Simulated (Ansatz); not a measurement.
Density of states of La₂Zn₅Pb (Cmcm, 16 atoms in the cell).

```
CELL_PARAMETERS angstrom
      2.27750    -8.41865     0.00000
      2.27750     8.41865     0.00000
      0.00000     0.00000     9.17210
ATOMIC_POSITIONS crystal
  La 0.20590 0.79410 0.25000
  La 0.79410 0.20590 0.75000
  La 0.00000 0.00000 0.00000
  La 0.00000 0.00000 0.50000
  Pb 0.55586 0.44414 0.25000
  Pb 0.44414 0.55586 0.75000
  Zn 0.81463 0.18537 0.10849
  Zn 0.18537 0.81463 0.60849
  Zn 0.18537 0.81463 0.89151
  Zn 0.81463 0.18537 0.39151
  Zn 0.65705 0.34295 0.01388
  Zn 0.34295 0.65705 0.51388
  Zn 0.34295 0.65705 0.98612
  Zn 0.65705 0.34295 0.48612
  Zn 0.39589 0.60411 0.25000
  Zn 0.60411 0.39589 0.75000
```

Method: PBEsol, default PAW files made with PBE (plane waves; Ansatz, a first-principles code).

SCF settings: basis.ecutwfc = 420 eV; kpoints.mp_grid.grid = 6 6 3; hamiltonian.xc = pbesol; hamiltonian.pseudopotentials = {kind: paw} (the program's default PAW files); scf.occupations.method = cold; scf.occupations.width = 0.1 eV. Keys of the DOS step: output.dos.nscf_kmesh.grid = 9 9 5; output.dos.method = {smearing: {sigma: 0.1}} eV.

The starting cell comes from a database of published, mostly measured structures (it also holds non-ambient and calculated ones), without a prior relaxation at this level. Spin-orbit coupling is off.

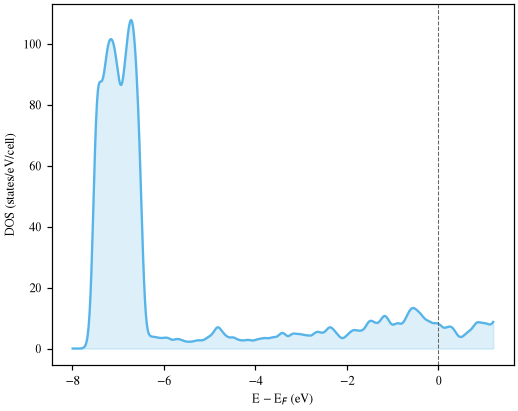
Fig. 1. Total density of states, both spins summed.

Total DOS (both spins), as means of the tabulated values in each energy bin; the zero is the program's Fermi level or highest filled level, and the curve is cut to this window:

```tsv
E (eV)	states/eV/cell
-7.80	2.13
-7.40	77.4
-7.00	94.7
-6.60	77.1
-6.20	4.42
-5.80	3.16
-5.40	2.46
-5.00	4.46
-4.60	4.39
-4.20	2.76
-3.80	3.36
-3.40	4.42
-3.00	4.62
-2.60	5.35
-2.20	4.97
-1.80	5.83
-1.40	8.83
-1.00	8.79
-0.60	11.6
-0.20	9.21
0.20	6.87
0.60	5.23
1.00	8.33
```

Around zero the curve holds about 7.8 states/eV/cell.

Keys are those of Ansatz 0.2.
